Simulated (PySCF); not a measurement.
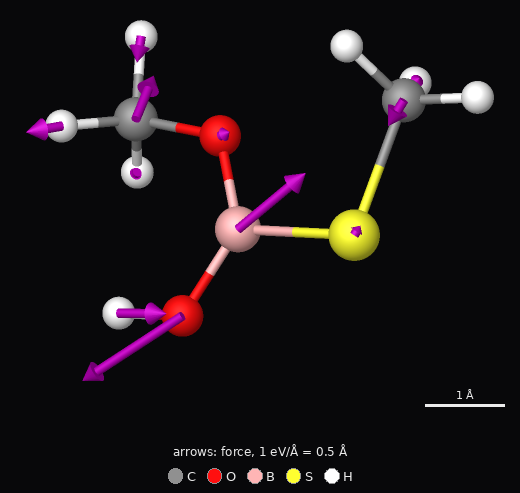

Starting geometry of C₂H₇BO₂S with the computed forces as purple arrows. A ball-and-stick model, seen at a tilt.

The start comes from GFN2-xTB. Its atoms were then displaced at random by about 0.01 Å.

Computed with PBE0-D3(BJ)/def2-SVP geometry optimisation, gas phase (PySCF). 

Is this structure relaxed? If not, where do the atoms go?

It isn't relaxed: the largest force vector, on an O atom, is 3.27 eV/Å. The final displacements have little in common with the starting forces (cosine between the two patterns 0.23). The largest move after the best rigid fit is that of an H atom, 0.12 Å. Largest moves by element: H 0.12 Å, O 0.05 Å, B 0.05 Å, C 0.05 Å, S 0.02 Å. Near-neighbour distances that change, for instance: B–O 1.314 → 1.361 Å, H–O 0.993 → 0.961 Å, C–H 1.077 → 1.105 Å, C–S 1.839 → 1.815 Å. Bond angles that change, for instance: O–B–O 128.4° → 124.5°, H–C–H 112.2° → 109.3°, O–B–S 115.8° → 118.7°. Over 5 geometry steps the energy falls by 3.27 kcal/mol.
